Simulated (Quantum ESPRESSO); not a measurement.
## Energy mapping worked by hand: MnS

Can a spin model with one coupling foretell the energy of a further order of MnS?

Program: Quantum ESPRESSO 7.5. Level of theory: PBE with U = 4 eV on Mn d (ortho-atomic projectors); plane waves with GBRV 1.5 PBE potentials, no spin-orbit coupling. Results are calculated unless marked as measured.

The database entry behind the starting cell differs from later determinations by our own check (an axis about 0.2 % short against later determinations), so it need not match the best structure at ambient conditions.

## 1. Set-up

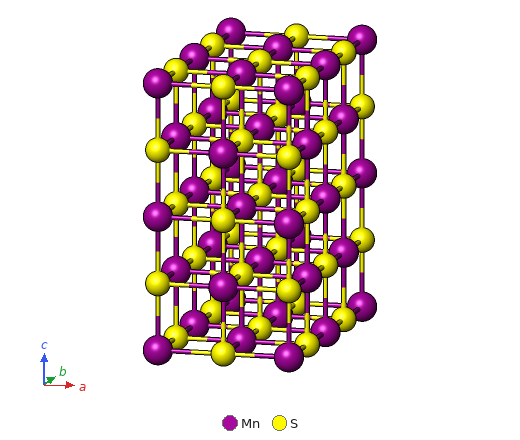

The cell as given, slightly off an axis (manganese purple, sulfur yellow). 1×2×2 cells are drawn. This picture shows the conventional cell, with its axes. Some periodic images of atoms are drawn too.

The cell comes from the Crystallography Open Database.

## 2. The parallel order

All energies count from this run.

pw.in reads:

```
&CONTROL
  calculation = 'scf'
  prefix = 'pwscf'
  outdir = './tmp'
  pseudo_dir = './pseudo'
  disk_io = 'nowf'
/
&SYSTEM
  ibrav = 0
  celldm(1) = 8
  nat = 2
  ntyp = 2
  ecutwfc = 40
  ecutrho = 280
  nbnd = 19
  occupations = 'smearing'
  smearing = 'fd'
  degauss = 0.00734986
  nspin = 2
  starting_magnetization(1) = 0.3
  starting_magnetization(2) = 0
/
&ELECTRONS
  conv_thr = 4d-09
  electron_maxstep = 150
  mixing_beta = 0.3
/
ATOMIC_SPECIES
Mn     54.9380 mn_pbe_v1.5.uspp.F.UPF
S      32.0600 s_pbe_v1.4.uspp.F.UPF
CELL_PARAMETERS alat
   0.0000000000000    0.6152239614485    0.6152239614485
   0.6152239614485    0.0000000000000    0.6152239614485
   0.6152239614485    0.6152239614485    0.0000000000000
ATOMIC_POSITIONS crystal
Mn      0.0000000000    0.0000000000    0.0000000000
S       0.5000000000    0.5000000000    0.5000000000
K_POINTS automatic
10 10 10 0 0 0
HUBBARD {ortho-atomic}
U Mn-3d 4.0000
```

On the command line:

```console
$ OMP_NUM_THREADS=1 mpirun -n 2 pw.x -nk 2 -in pw.in > pw.out
```

Output:

```text
Program PWSCF v.7.5 starts
     [... lines left out ...]
     number of atoms/cell      =            2
     [... lines left out ...]
     number of electrons       =        21.00
     number of Kohn-Sham states=           19
     kinetic-energy cutoff     =      40.0000  Ry
     charge density cutoff     =     280.0000  Ry
     scf convergence threshold =      4.0E-09
     [... lines left out ...]
     48 Sym. Ops., with inversion, found
     [... lines left out ...]
     number of k points=    47  Fermi-Dirac smearing, width (Ry)=  0.0073
     [... lines left out ...]
     iteration # 10     ecut=    40.00 Ry     beta= 0.30
     [... lines left out ...]
     Magnetic moment per site  (integrated on atomic sphere of radius R)
     atom   1 (R=0.254)  charge= 13.1412  magn=  4.5074
     atom   2 (R=0.254)  charge=  4.7243  magn=  0.1143
     [... lines left out ...]
     Tr[ns(  1)] (up, down, total) =   4.97207  0.26138  5.23345
     [... lines left out ...]
     the Fermi energy is    10.6668 ev
!    total energy              =    -235.32596022 Ry
     estimated scf accuracy    <          3.2E-09 Ry
     smearing contrib. (-TS)   =      -0.00002055 Ry
     [... lines left out ...]
     total magnetization       =     5.00 Bohr mag/cell
     absolute magnetization    =     5.00 Bohr mag/cell
     convergence has been achieved in  10 iterations
   JOB DONE.
```

It took 19 s on 2 MPI ranks of Arm Neoverse V1, shared host; peak memory 0.21 GiB.

Spin moment in the atom's sphere by atom:

```csv
atom,spin moment in the atom's sphere (μB)
Mn1,4.51
S2,0.11
```

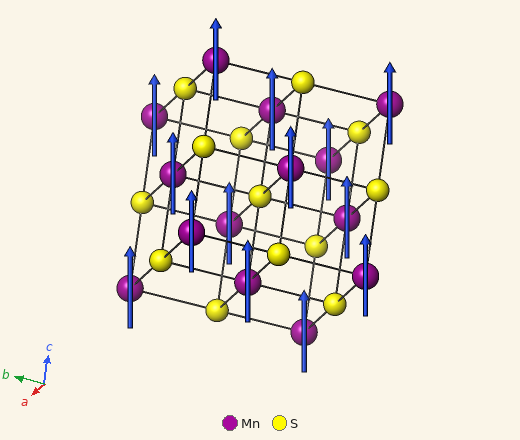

Spin moment in the atom's sphere as arrows, the longest 4.51 μB. Up and down stand for the sign. Arrows give size and sign along the axis of quantisation, drawn up and down the page. Some periodic images of atoms are drawn too.

Read from the output:

- smearing term TS: 2.80e-4 eV
- magnetization: 5 μB
- absolute magnetization: 5 μB
- final state: ferromagnetic

## 3. The orders used for the fit

The other orders were run with the same settings, on meshes that hold the same points. Free energies are divided by the number of Mn atoms; q is in fractions of the reciprocal vectors of the first run's cell.

```csv
order,atoms,mesh,free energy (eV),eV per Mn,largest moment (μB)
F +,2,10×10×10,-3201.7728,-3201.7728,4.51
"AF q=(0,1/2,1/2) +-",4,10×5×10,-6403.5885,-3201.7942,4.48
```

## 4. Counting neighbours

With E = −Σ J e_i·e_j over ordered pairs of unit vectors, turning a neighbour from parallel to opposed costs 2J a Mn atom. So an order lies 2 Σ n J over the parallel one, n being the opposed neighbours in each shell.

```csv
shell,distance (Å),neighbours,"opposed in AF q=(0,1/2,1/2) +-","opposed in AF q=(0,0,1/2) +-"
J1,3.68,12,8,6
J2,5.21,6,0,6
```

Only J1 is kept, as an effective coupling that takes up all reversed shells.

## 5. Solving

```
2 × 8 × J1 = -21.4 meV    (AF q=(0,1/2,1/2) +-)
J1 = -1.34 meV
```

## 6. The test

The couplings now give the orders that were left out:

```
2 × 6 × (-1.34) = -16.1 meV    (AF q=(0,0,1/2) +-)
```

The runs themselves:

```csv
order,atoms,mesh,free energy (eV),eV per Mn,largest moment (μB),over the parallel order (meV),foretold (meV)
"AF q=(0,0,1/2) +-",4,10×10×5,-6403.6588,-3201.8294,4.43,-56.6,-16.1
```

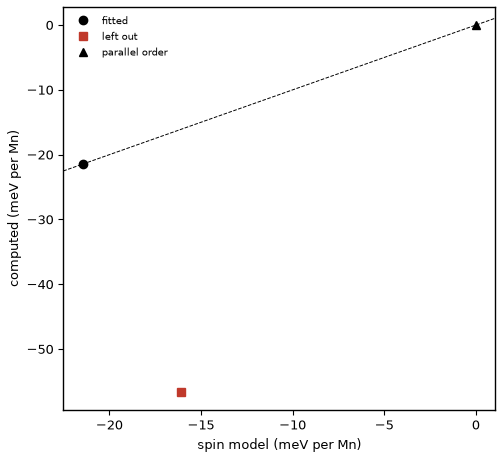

Computed energies of the orders against the model; the dashed line marks agreement.

## 7. One more shell

One way to take up the miss is the next shell. Both differences then fix both couplings, and no order is left for a test.

```
2 × 8 × J1 = -21.4 meV    (AF q=(0,1/2,1/2) +-)
2 × 6 × J1 + 2 × 6 × J2 = -56.6 meV    (AF q=(0,0,1/2) +-)
J1 = -1.34 meV
J2 = -3.38 meV
```

## 8. Results

```
effective J1 (Mn–Mn at 3.68 Å)      : -1.34 meV
largest miss on the orders left out : 41 meV
J1 with two shells                  : -1.34 meV
J2 with two shells                  : -3.38 meV
```

**Reading.** The model misses the order left out by 41 meV, 72 % of the largest energy difference, so it fails: these couplings alone don't describe the crystal. With the next shell added the couplings are J1 = -1.34 and J2 = -3.38 meV, untested. The largest moment changes by 1.8 % between the orders. Shells that were dropped are folded into the couplings or show in the miss. Energies are free energies at an electronic temperature of 1160 K, which lowers moments and differences where the moments are itinerant.

[Logs and program files are shortened in this print: banners, set-up blocks, solver, clock and traceback lines can be left out without a mark of their own.]

[Logs are printed without paths, hosts, clocks, repeated set-up lines and the standing remarks that a program may print on its own settings, such as how far it seeks lower states.]

[Hosts, paths, dates, database ids (printed as entryN), source tags and the programs' standing remarks are cut or masked in the printed files.]

[Where a cell is said to come from a database of computed structures, the database is the Materials Project.]
